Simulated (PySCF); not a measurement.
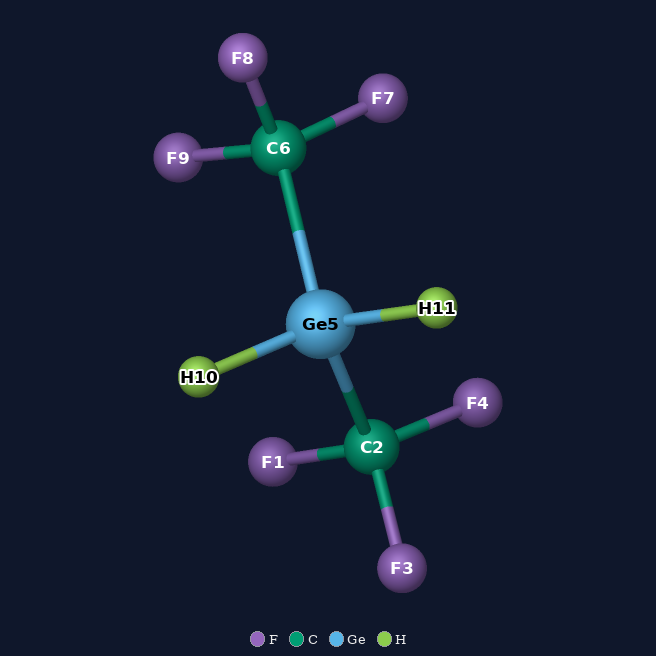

The computed structure is the end point of a GFN2-xTB optimisation. No frequency run is at hand to confirm it as a minimum. Method: B3LYP/pcJ-1 (pcSseg-1 on Ge) indirect spin-spin coupling, non-relativistic, gas phase (PySCF 2.14.0). Isotopes: 13C, 19F, 1H.

Give the spin–spin coupling constants of these pairs, with the number of bonds between them: C6/F7, C6/F9, C6/F8, F7/F8, F7/F9, F1/C6, F3/H11, F3/C6, F4/H10, F7/H11, F8/H11.

| pair | bonds apart | J (Hz) |
| --- | --- | --- |
| C6, F7 | 1 | −399.6 |
| C6, F9 | 1 | −400.1 |
| C6, F8 | 1 | −396.0 |
| F7, F8 | 2 | 83.4 |
| F7, F9 | 2 | 70.9 |
| F1, C6 | 3 | −2.0 |
| F3, H11 | 3 | −3.2 |
| F3, C6 | 3 | 18.0 |
| F4, H10 | 3 | 24.6 |
| F7, H11 | 3 | −3.5 |
| F8, H11 | 3 | −3.2 |

Density functionals are unreliable for couplings to fluorine, so those rows may be far off.

The geometry is semi-empirical. Around Ge such bond lengths and angles can be off by a tenth of an ångström or more and by several degrees, and values that hang on the shape move with them.
